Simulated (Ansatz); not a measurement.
**C2H3NTe (SMILES NC#C[TeH]): density, localisation and related maps**

Input file:

```
crystal:
  periodic: [false, false, false]
  atoms:
    - { symbol: "N", position_ang: [-0.19823, 0.89726, 1.54763] }
    - { symbol: C, position_ang: [-0.12901, 0.08956, 0.47915] }
    - { symbol: C, position_ang: [-0.04764, -0.59486, -0.51287] }
    - { symbol: Te, position_ang: [-0.14017, -2.09178, -1.89085] }
    - { symbol: H, position_ang: [-0.79387, 1.70562, 1.42551] }
    - { symbol: H, position_ang: [0.69545, 1.12793, 1.96052] }
    - { symbol: H, position_ang: [0.61347, -1.13373, -3.0091] }
basis:
  gaussian: { orbitals: def2-SVP }
hamiltonian:
  xc: cam_b3lyp
  dispersion: d4
relax:
  f_tol: 0.015
  max_steps: 40
output:
  orbitals: {}
```

Run with:

```sh
ansatz run input.yaml --threads 2 --pin off --max-ram 3072MiB --backend cpu --events-out ev --progress --plain --runs-dir out
```

The fields are those of the relaxed geometry.

Core potentials replace the inner electrons of Te.

Theory: Ansatz 0.2.0, RKS CAM-B3LYP-D4/def2-SVP.

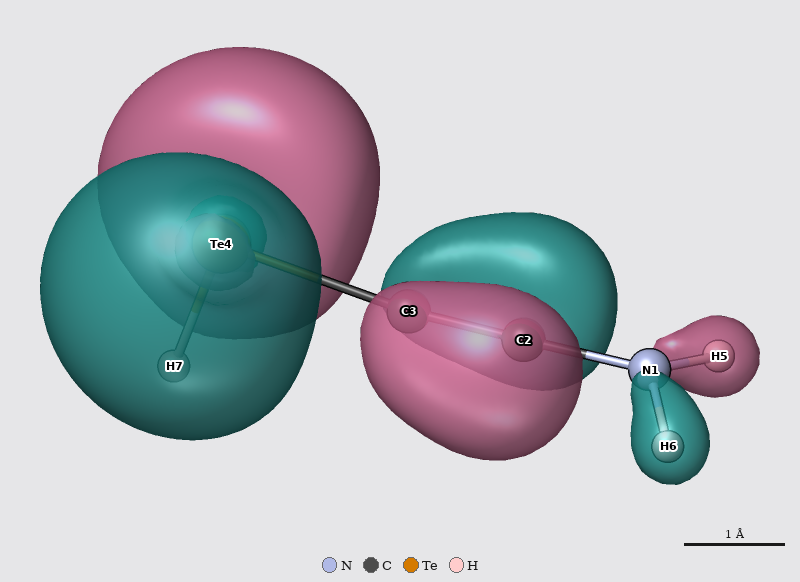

Figure 1. The HOMO at ±0.08 Å⁻³ᐟ² (teal and pink are the two phases), seen at a tilt.

### What is the character of this orbital?

Its weight (Hirshfeld) is mainly on Te4 (about 70 %), C2 (about 15 %) and C3 (about 10 %). Its energy is −7.08 eV.

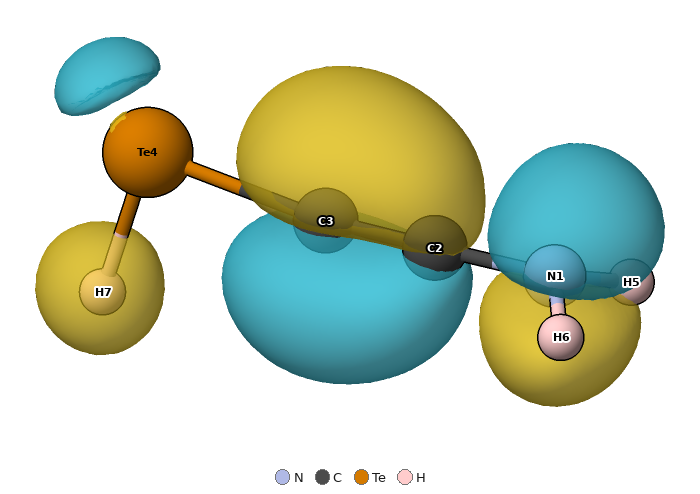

Figure 2. The HOMO−1 at ±0.1 Å⁻³ᐟ² (yellow and cyan are the two phases), seen at a tilt.

### Where does this orbital lie, and at what energy?

It lies mainly on C3 (about 40 %), N1 (about 25 %), C2 (about 20 %) and Te4 (about 10 %). Its energy is −7.59 eV.
